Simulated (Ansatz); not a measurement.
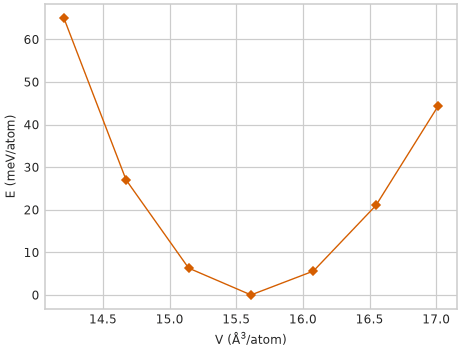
ZnAu (CsCl type, space group No. 221) under volume change, the program Ansatz at the r²SCAN level (PAW), scaled uniformly.

What does a third-order Birch–Murnaghan fit give for V₀, B₀ and B′?

V₀ = 15.61 Å³/atom, B₀ = 135 GPa, B′ = 5.4.

Space group Pm-3m (CsCl type). The cell was relaxed with r²SCAN under the symmetry of its start. Spin–orbit coupling is left out wherever it is not named.

Potentials: the later of the program's two PAW sets.
